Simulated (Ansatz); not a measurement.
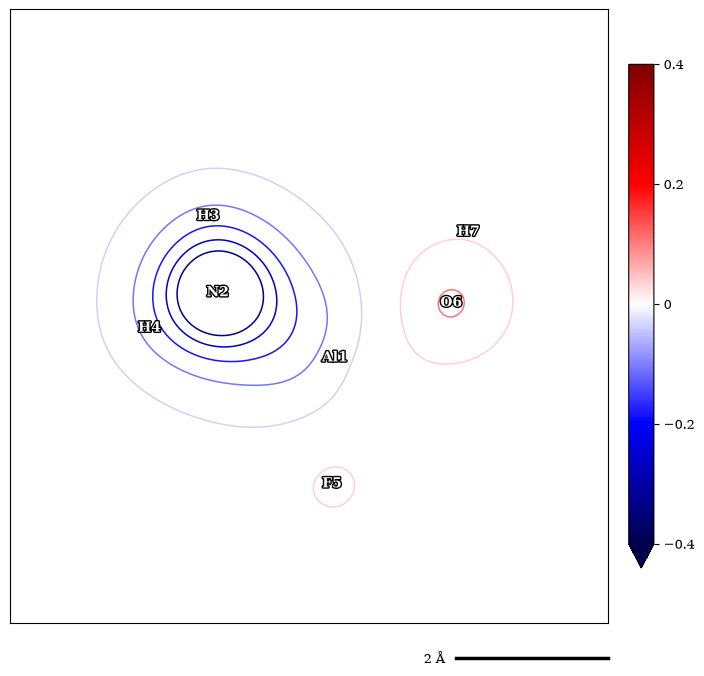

Figure 1: AlFH₃NO. The HOMO on a plane 0.8 Å above the molecular plane (values in Å⁻³ᐟ²; the overall sign is arbitrary).

Theory: RKS B3LYP/def2-SVP in Ansatz 0.2.0.

Input

```
crystal:
  periodic: [false, false, false]
  atoms:
    - { symbol: Al, position_ang: [0.0, 0.0, 0.0] }
    - { symbol: "N", position_ang: [0.0, 0.0, 1.92] }
    - { symbol: H, position_ang: [-0.877, -0.2713, 2.45] }
    - { symbol: H, position_ang: [0.877, 0.2713, 2.45] }
    - { symbol: F, position_ang: [1.4635, 0.0, -0.845] }
    - { symbol: O, position_ang: [-1.5415, 0.0, -0.89] }
    - { symbol: H, position_ang: [-2.0512, -0.8467, -0.6815] }
basis:
  gaussian: { orbitals: def2-SVP }
hamiltonian:
  xc: b3lyp
relax:
  f_tol: 0.02
  max_steps: 40
output:
  orbitals: {}
```

Command:

```sh
ansatz run input.yaml --threads 1 --pin off --max-ram 2048MiB --backend cpu --events-out ev --progress --plain --runs-dir out
```

The fields are those of the run's last geometry, not of the input's.

### Describe this orbital and give its energy.

Its weight (Hirshfeld) is mainly on N2 (about 75 %); it changes sign across the molecular plane (π type). Its energy is −7.10 eV.
